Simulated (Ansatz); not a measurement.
The starting structures come from a database of crystals and need not be the phases stable at ambient conditions.

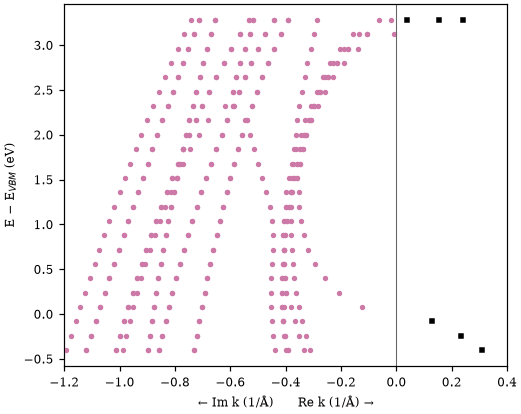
Figure. Complex bands at the centre of the two-dimensional zone; r2SCAN (Ansatz, an electronic-structure program)

The gap is the functional's own. No spin-orbit coupling. Mid-gap values are interpolated on the energy grid.

### Question
This is Cs3ZnH5 (I4/mcm, not sure to be the ambient phase, 18 atoms a cell, 23.1 Å³ an atom) along the normal of (101). Read off the slowest decay at the centre of the two-dimensional zone at 1.52 eV, the computed energy nearest the middle of the gap.

### Answer
κ ≈ 0.36 1/Å, a decay length 1/(2κ) of the density of 1.4 Å.
